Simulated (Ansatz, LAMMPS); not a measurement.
# Gap against volume in amorphous poly(p-phenylene) (as short chains C38H30), from a frame at 300 K, (136 atoms)

Density of this cell: 1.20 g/cm³. The cell holds 136 atoms: 76 C and 60 H. Its edges and angles: a = 11.572 Å, b = 10.435 Å, c = 11.186 Å, α = 90.9°, β = 91.1°, γ = 91.3°. The starting structure: 2 poly(p-phenylene) chains of 6 units with methyl end groups placed at random, at 1.2 g/cm³; overlaps pushed apart, then 20 ps at 800 K with MMFF94 bonds, angles, torsions, charges and radii (Halgren, J. Comput. Chem. 17, 490 (1996)) in harmonic and 12-6 forms. Snapshot after 30 ps at 300 K and fixed volume.

Calculated with Ansatz 0.2.0: Kohn-Sham DFT, PBE+D3(BJ), PAW (set soft_2), plane waves; cutoff 420 eV, Γ point, fixed occupations. The relaxed cell was scaled evenly and the atoms were relaxed at each volume. The gap is that between the highest filled and the lowest empty Kohn-Sham level on the run's k-points.

```
volume (Å³/atom)  gap (eV)
          8.9336               2.537
          9.3306                   ?
          9.6284               2.657
          9.9262               2.680
          10.224               2.698
          10.522               2.697
```

**Question.** Fit a straight line in ln V to the rows given and interpolate to the withheld row.

**Working.**

A volume deformation potential makes the spacing linear in u = ln(V/V0), with V0 = 9.9262 Å³ the relaxed volume; v is the spacing.

```
u = ln(V/V0)  v (eV)
   -0.105359  2.5373
  -0.0304591  2.6566
           0  2.6804
   0.0295587  2.6976
   0.0582688  2.6972
```

With n = 5: mean u = -0.00959821, mean v = 2.65382, Σ(u − ū)² = 0.015837, Σ(u − ū)(v − v̄) = 0.016014. Slope b = 0.016014 / 0.015837 = 1.0112; intercept a = v̄ − b ū = 2.6635.

At the withheld volume u = -0.06187, and v = a + b u.

Prediction at 9.3306: 2.601 eV. The run gave 2.615 eV, so the fit is low by 0.014 eV (0.52 % of the value).

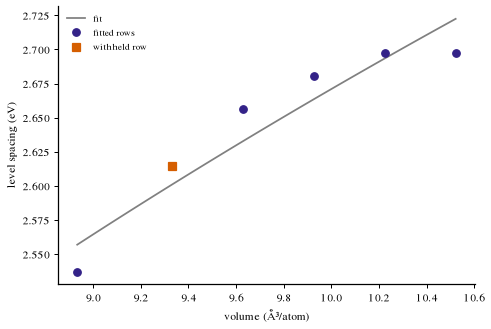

The fit, the rows that it rests on and the withheld row.

The rows follow a line only loosely (correlation 0.95 in size over all rows, under the 0.97 asked here), so the slope of +1.01 eV is a mean trend and no deformation potential. Among the rows given, the largest miss of the fit is at 10.522, by 0.025 eV (16 % of the range of the table).

Limits: The table spans 16 % in volume, wide for a linear law. Semilocal functionals tend to put gaps under measured ones. Only the Γ point is sampled. Atoms move by up to 0.5 Å in these relaxations, so the structure changes along the series. Defect or tail levels can set the spacing of a disordered cell.

[Logs are printed without paths, hosts, clocks, repeated set-up lines and the standing remarks that a program may print on its own settings, such as how far it seeks lower states.]

[Hosts, paths, dates, database ids (printed as entryN), source tags and the programs' standing remarks are cut or masked in the printed files.]

[The MMFF94 radii named for the starting cell were scaled by 0.96; in molecules described by MMFF94, hydrogen bound to N, O or S took a small fixed 12-6 site in their place.]
